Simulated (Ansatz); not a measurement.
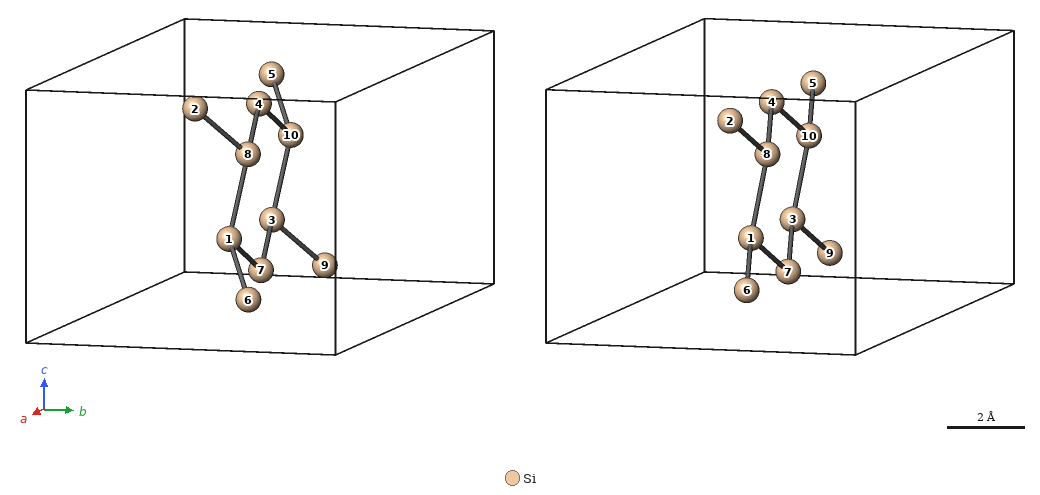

Two geometries of a wire of composition Si, drawn at one scale. One is the start of a relaxation, the other its converged end. A ball-and-stick model of the cell of the calculation, with the vacuum cut short, seen slightly off an axis.

Level of theory: Ansatz 0.2.0, DFT PBE, scalar-relativistic, plane waves, PAW. Set-up: plane-wave cutoff 420 eV; k-point mesh 1 × 1 × 8; occupations gaussian; smearing width 0.05 eV; no spin polarisation; cell relaxed at fixed a, b, alpha, beta, gamma; force threshold 0.02 eV/Å; at most 45 steps.

### Which one is relaxed?

The left one is the relaxed one. Case: armchair ribbon, 5 formula units a period. The energy falls by 0.928 eV per cell of the calculation in 8 accepted moves (10 points after the start). Largest force component: 0.47 eV/Å at the start, 0.0047 eV/Å at the end. The line search rejected the trial step at point 8 of the run. The SCF was repeated once at an unchanged geometry on a basis and grid sized afresh for the cell, which shifted the energy by less than 0.05 meV per cell of the calculation at most. The largest moves relative to the centre of the atoms, 0.65 Å, are those of Si2, Si5, Si6 and Si9. Along the periodic axis the drawn cell goes c 6.701 → 6.693 Å (−0.1 %). Some distances before and after: Si2–Si6 2.279 → 2.236 Å, Si1–Si8 2.279 → 2.319 Å, Si1–Si6 2.279 → 2.299 Å, Si4–Si7 2.279 → 2.292 Å. Bond angles that change, for instance: Si6–Si2–Si8 116.2° → 99.9°, Si6–Si1–Si7 116.2° → 105.1°, Si1–Si7–Si3 116.2° → 121.9°. The run took 58 s on 4 threads of Arm Neoverse V1, on a shared host, peak memory 1.5 GiB.
